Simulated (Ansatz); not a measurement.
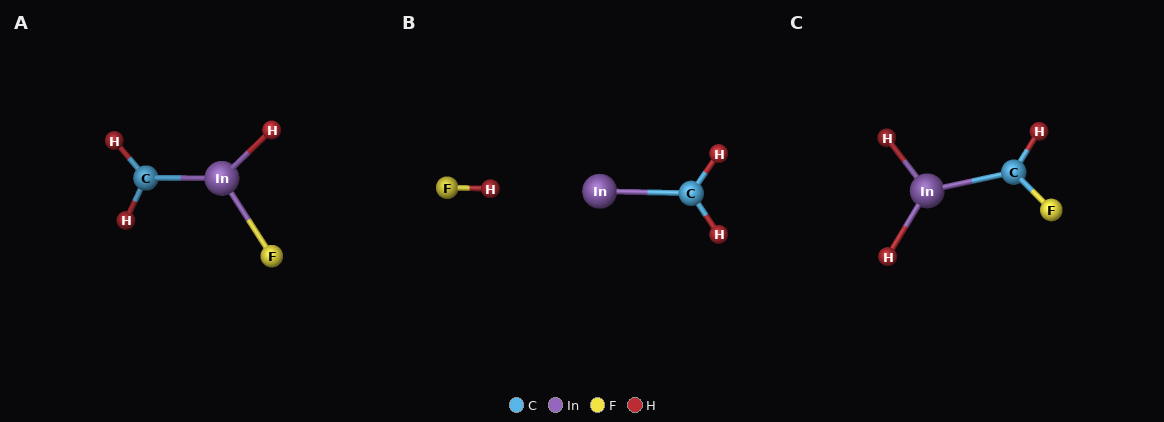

3 stationary structures of one formula. The species has charge −1 and is a spin singlet. Geometries: PBE0-D4/def2-TZVPD. Electronic energies: RHF-CCSD(T) (frozen core)/def2-TZVPPD (Ansatz 0.2.0), without zero-point energy. No frequency run is at hand to confirm each as a minimum.

**Which is lowest in energy, and by how much?**

A is lowest; B lies 57.4 kJ/mol above it, C lies 198.9 kJ/mol above it (Cs).
